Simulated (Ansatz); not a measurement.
C$_{2}$H$_{7}$Ga···HF

Input file:

```
crystal:
  periodic: [false, false, false]
  atoms:
    - { symbol: Ga, position_ang: [-0.157111, 0.351221, 0.191323] }
    - { symbol: H, position_ang: [0.532939, 1.185945, 1.308673] }
    - { symbol: C, position_ang: [0.172398, 0.93199, -1.673574] }
    - { symbol: C, position_ang: [-1.344014, -1.122419, 0.776365] }
    - { symbol: H, position_ang: [2.167325, 0.211614, 1.543981] }
    - { symbol: F, position_ang: [2.615074, -0.531867, 1.226887] }
    - { symbol: H, position_ang: [-0.112965, 1.988166, -1.796345] }
    - { symbol: H, position_ang: [1.248233, 0.869423, -1.897524] }
    - { symbol: H, position_ang: [-0.370484, 0.337609, -2.419624] }
    - { symbol: H, position_ang: [-2.244556, -0.710691, 1.259244] }
    - { symbol: H, position_ang: [-0.837092, -1.742521, 1.529744] }
    - { symbol: H, position_ang: [-1.669748, -1.768472, -0.049149] }
basis:
  gaussian: { orbitals: def2-mTZVP }
hamiltonian:
  xc: pbe
relax:
  f_tol: 0.03
  max_steps: 50
output:
  orbitals: {}
```

Launched as:

```sh
ansatz run input.yaml --threads 2 --pin off --max-ram 3072MiB --backend cpu --events-out ev --progress --plain --runs-dir out
```

The fields are those of the relaxed geometry.

The calculation used RKS PBE/def2-mTZVP (Ansatz 0.2.0).

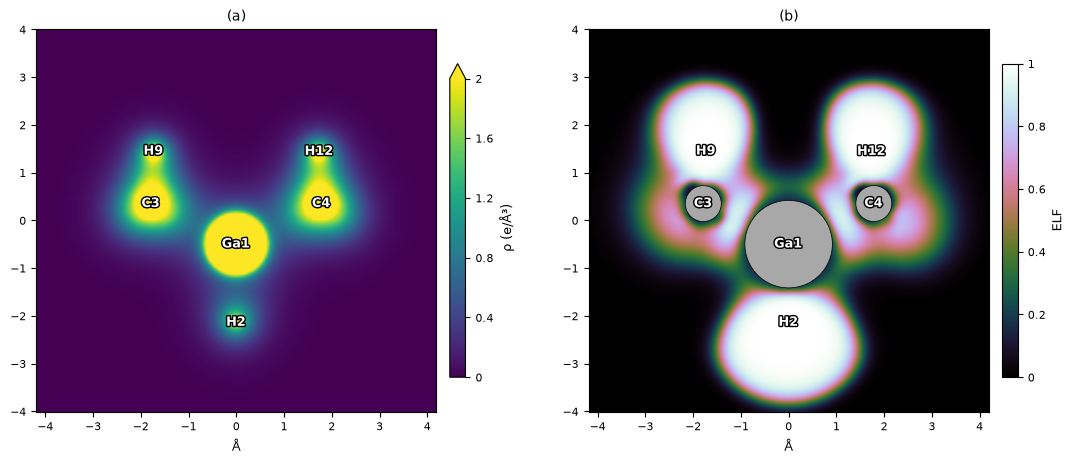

Figure 1. (a) total electron density; (b) electron localisation function on the plane of atoms Ga1, C3 and H9. Grey discs cover the atomic cores in the ELF map.

Question: Describe what can be read from this map.

Answer: Atoms in the plane: Ga, H and C. C–Ga (1.98 Å): the density is about 0.75 e/Å³ at the midpoint; the ELF peaks at about 0.90 in the valence shell of C, 0.7 Å from its nucleus, and is about 0.55 at the midpoint. C–H (1.10 Å): ρ at the midpoint is about 1.9 e/Å³; the ELF climbs to about 1 towards the hydrogen, as it does in any bond to H (an ordinary covalent bond to hydrogen). Ga–H (1.64 Å): ρ at the midpoint is about 0.79 e/Å³; the ELF climbs to about 1 towards the hydrogen.

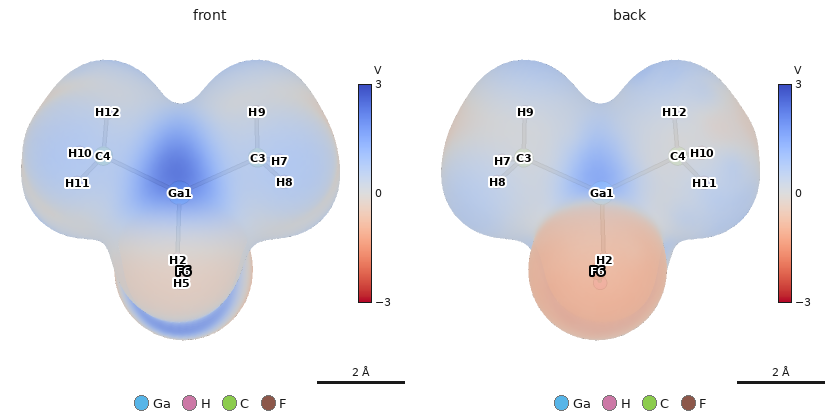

Figure 2. The molecular electrostatic potential painted on the density surface at 0.002 e/bohr³, seen from the front and from behind; red is negative and blue positive.

Question: Where is the surface potential most negative and most positive?

Answer: The most negative region (about −1.0 V, or −23 kcal/mol for a unit charge) lies over F6, the most positive (about +2.2 V, or +51 kcal/mol for a unit charge) over Ga1.

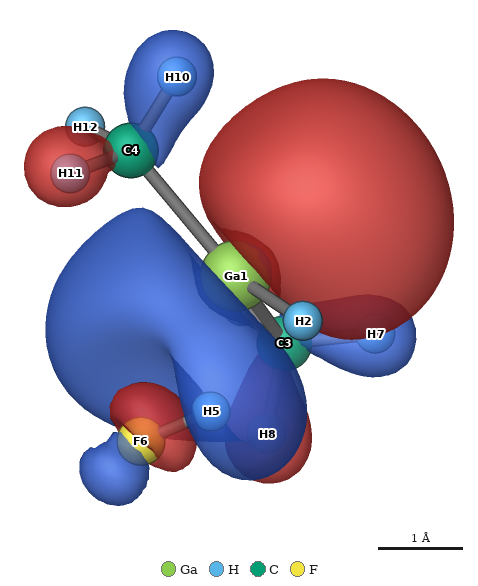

Figure 3. The LUMO at ±0.08 Å⁻³ᐟ² (red and blue are the two phases), seen at an oblique angle.

Question: What is the character of this orbital?

Answer: By Hirshfeld shares it lies mainly on Ga1 (about 60 %) and F6 (about 10 %). Its energy is −1.58 eV.
